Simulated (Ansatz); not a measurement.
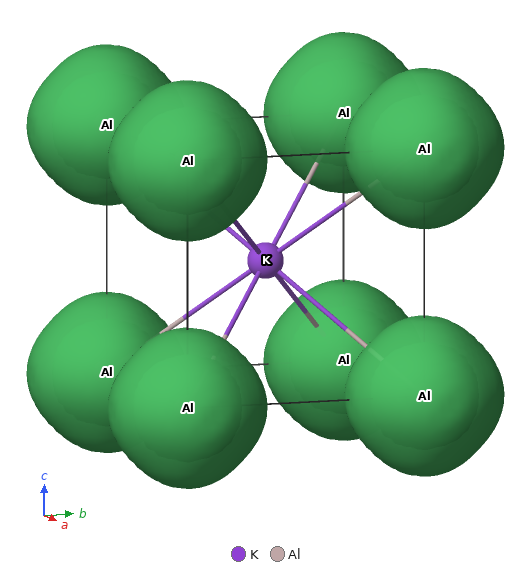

Figure 1: KAl. Isosurface of the electron localisation function at 0.8 (green), seen slightly off an axis. Only the valence region is drawn (cores and ρ < 0.01 e/Å³ removed). Sticks mark near contacts.

Space group Pm-3m; a structure generated by program, which may or may not match a known phase.

The calculation used DFT PBE, scalar-relativistic, plane waves, PAW in Ansatz.

Core electrons are frozen (PAW), and the valence fields are smoothed inside the atomic spheres.

> Describe the localisation domains.

The ELF exceeds this value in one region wrapped around Al (its valence shell), counted in one cell of 2 atoms. Regions shared between cells count once. Along the contacts the grid gives the following. K–Al (3.57 Å): the ELF peaks at about 0.85 in the valence shell of Al, 1.1 Å from its nucleus, and drops to about 0.05 between the two atoms.
